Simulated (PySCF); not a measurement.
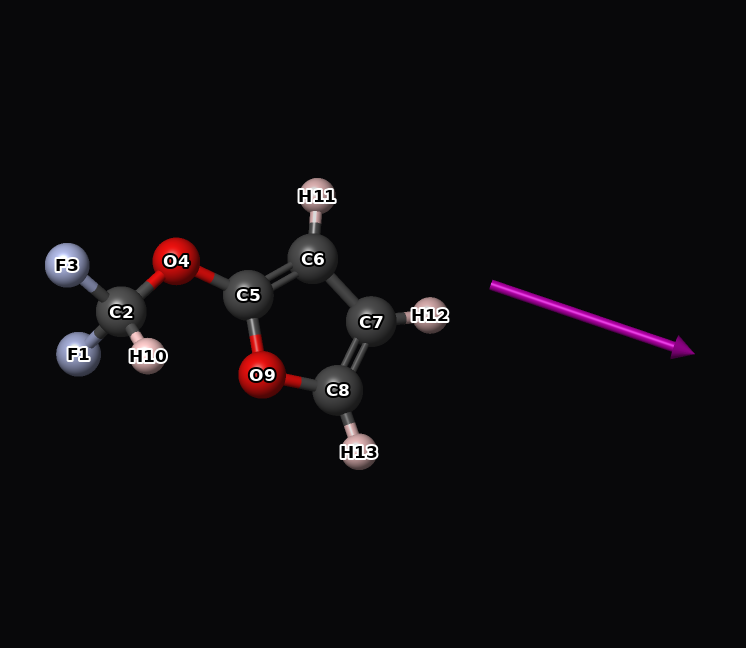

The arrow beside the molecule shows the direction of the dipole moment, from the negative to the positive end (its length means nothing). The computed structure is the end point of a GFN2-xTB optimisation. No frequency run is at hand to confirm it as a minimum. Method: PBE0/pcSseg-1, gas phase (PySCF 2.14.0).

Question: Estimate the dipole moment.

Answer: 2.72 D; it points from the side of F3 to the side of H12 (the outermost atoms at the two ends).
